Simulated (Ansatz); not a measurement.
```xyz
10

Si   -0.9784    0.1478   -0.3740
Cl    0.3518   -1.5822   -1.7166
H    -0.9735    0.8736   -1.6543
H    -1.3981    1.1764    0.6329
H    -1.8510   -1.0054   -0.1005
H     0.6698   -0.5709   -0.3131
C     0.8721    0.1576    0.6835
H     1.8512   -0.3371    0.6409
H     0.4205   -0.0859    1.6435
H     1.0355    1.2261    0.5574
```

A transition-state structure; geometry: PBE0-D4/def2-TZVP.

These are results of Ansatz 0.2.0, RKS PBE0-D4/def2-TZVPP, not measurements.

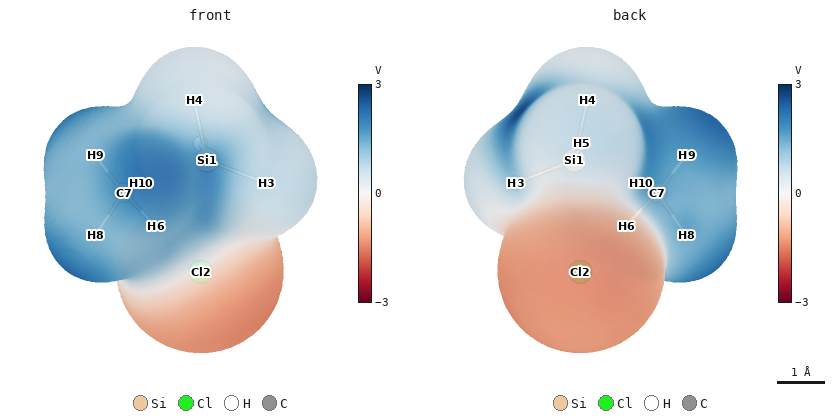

H3Si···Cl···CH4. The electrostatic potential painted on the density surface at 0.004 e/bohr³, seen from the front and from behind; the colour scale runs from red (negative) to blue (positive).

### Where is the surface potential most negative and most positive?

The most negative region (about −1.4 V) lies over Cl2, the most positive (about +2.6 V) over Si1.
